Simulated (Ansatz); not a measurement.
# Calculations on AlHF₂

### Relaxation

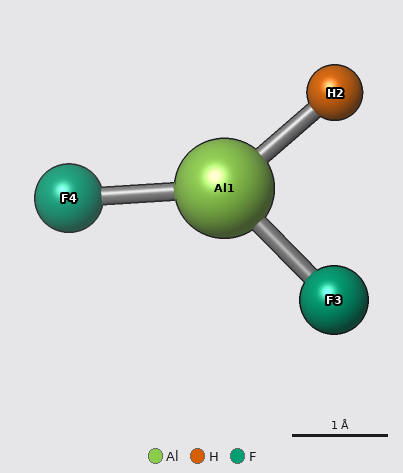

AlHF2, before the relaxation. The picture is a ball-and-stick view, seen at a tilt.

The run prepares an end point of a later path (reaction) calculation, from a guessed geometry.

Method: Ansatz 0.2.0, RKS PBE0/def2-SVP.

The input:
```yaml
crystal:
  periodic: [false, false, false]
  atoms:
    - { symbol: Al, position_ang: [0.193283, -1.0e-06, 0.184287] }
    - { symbol: H, position_ang: [0.654783, 0.0, 1.653712] }
    - { symbol: F, position_ang: [1.804895, 0.0, -0.205446] }
    - { symbol: F, position_ang: [-1.153361, 0.0, -0.766653] }
basis:
  gaussian: { orbitals: def2-SVP }
hamiltonian:
  xc: pbe0
relax:
  f_tol: 0.03
  max_steps: 50
output:
  orbitals: {}
```

Command:
```bash
ansatz run input.yaml --threads 1 --pin off --max-ram 2048MiB --backend cpu --events-out ev --progress --plain --runs-dir out
```

### Where does the relaxation end?

The atom that moves furthest after the best rigid fit is H2 (0.37 Å). Largest moves by element: H 0.37 Å, F 0.35 Å, Al 0.19 Å. Among the contacts that change: Al1–H2 1.540 → 1.562 Å, Al1–F4 1.649 → 1.655 Å. Among the angles between lasting bonds that change: H2–Al1–F3 86.2° → 121.3°, H2–Al1–F4 142.7° → 121.3°, F3–Al1–F4 131.2° → 117.4°. After 5 geometry steps the energy has fallen by 64.1 kJ/mol. The largest force component goes from 1.5 to 0.00046 eV/Å. The run took 5.8 s on 1 thread of Arm Neoverse V2 (shared host), peak memory 0.1 GiB.

The structure at the end:

```xyz
4

Al    0.3735    0.0000    0.2556
H     0.3179    0.0000    1.8170
F     1.8172    0.0000   -0.5530
F    -1.0090    0.0000   -0.6536
```

The end point in the same view:

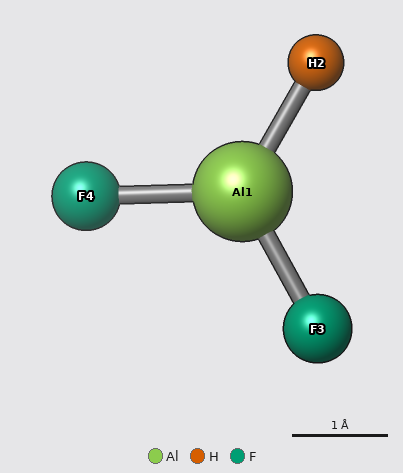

### Relaxation

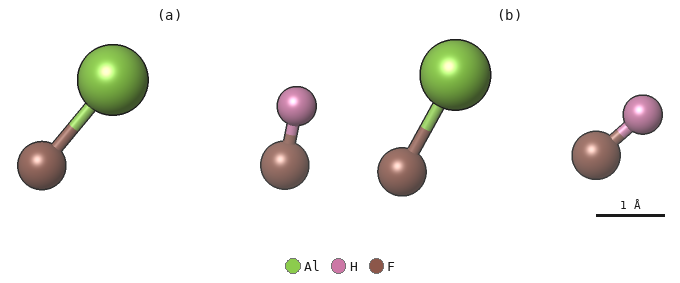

The structure of AlHF2 before (left) and after (right) a relaxation, at one scale.

The picture is a ball-and-stick view, seen at a tilt.

The run prepares an end point of a later path (reaction) calculation, from a guessed geometry.

Theory: RKS PBE0/def2-SVP (Ansatz). Settings: no spin polarisation; force threshold 0.03 eV/Å; at most 50 steps.

Q: Describe what moved and what it gained.

A: An F atom moves most after the best rigid fit: 0.45 Å. Largest moves by element: F 0.45 Å, H 0.16 Å, Al 0.09 Å. Near-neighbour distances that change, for instance: Al–F 2.886 → 2.442 Å. The energy falls by 1.38 kcal/mol in 6 accepted moves (7 points after the start). The largest force component goes from 0.14 to 0.022 eV/Å. The line search rejected the trial step at point 1 of the run.

Limits of the set-up: the start holds two separate molecules, 2.8 Å apart at their closest, whose relative position is a soft coordinate and is computed without a dispersion correction.

### Path

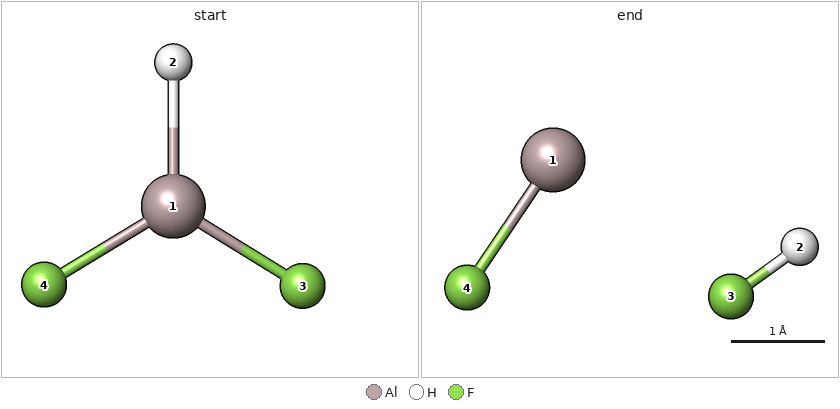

The two relaxed end points of a path for AlHF2. Style: ball-and-stick. Shown face on.

All numbers below come from RKS PBE0/def2-SVP in Ansatz.

Set-up: 9 movable images; climbing image; force threshold 0.05 eV/Å; iteration limit 60.

Start:
```xyz
4

Al    0.3735    0.0000    0.2556
H     0.3184    0.0000    1.8170
F     1.8170    0.0000   -0.5535
F    -1.0093    0.0000   -0.6532
```

End:
```xyz
4

Al   -0.9403   -0.0003    0.3903
H     1.7565    0.0001    1.3260
F     1.5017    0.0001    0.4346
F    -0.8182    0.0001   -1.2849
```

Question: What barrier does the band find between them, and by what path?

Answer: The highest point, image 6, lies 3.10 eV above the start and 0.84 eV above the end; the end is at +2.27 eV relative to the start. Breaking: Al1–F3 (1.65 → 1.85 at the top → 2.44 Å), Al1–H2 (1.56 → 1.71 at the top → 2.85 Å). Forming: H2–F3 (2.80 → 1.25 at the top → 0.93 Å). The band is converged. At the top, the vibrational analysis gives one imaginary mode (1301i cm⁻¹), as a transition state must have.

Energies of the converged images:

| image | path (Å) | E (eV) |
| --- | --- | --- |
| 0 | 0.00 | 0.000 |
| 1 | 0.25 | 0.112 |
| 2 | 0.50 | 0.455 |
| 3 | 0.74 | 1.038 |
| 4 | 0.99 | 1.835 |
| 5 | 1.24 | 2.683 |
| 6 | 1.49 | 3.105 |
| 7 | 1.75 | 2.716 |
| 8 | 2.01 | 2.395 |
| 9 | 2.28 | 2.291 |
| 10 | 2.54 | 2.269 |

The geometry at the top of the path:

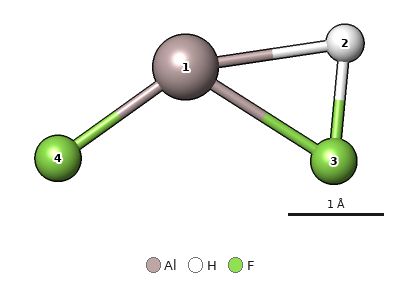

Cost: 60 s on 1 thread of Arm Neoverse V2 (shared host), peak memory 0.097 GiB.
